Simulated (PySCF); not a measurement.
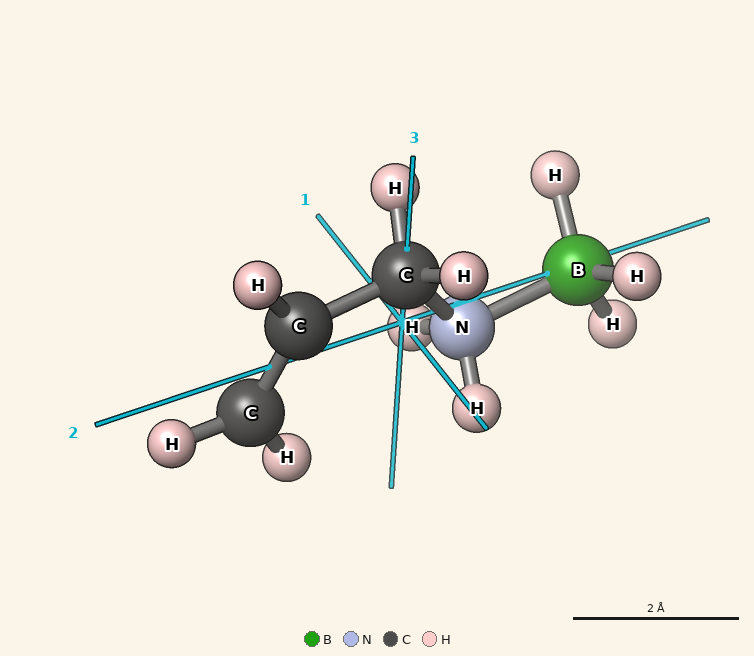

The three principal axes of inertia are drawn and numbered. Distant atoms are faded towards the background colour. The computed structure is the end point of a PBE0-D3(BJ)/def2-SVP optimisation. No frequency run is at hand to confirm it as a minimum. Masses are those of the most abundant isotopes; constants are for the rigid equilibrium geometry.

Q: Which line is the a axis (least moment of inertia), which b and which c?

A: a is line 2, b is line 3, c is line 1; the moments are 36.6, 200, 226 u Å².

Q: Classify the rotor and give the rotational constants (cm⁻¹).

A: An asymmetric top (Cs): A = 0.461, B = 0.0845, C = 0.0746 cm⁻¹. Ray's parameter κ is −0.95, close to the prolate limit.
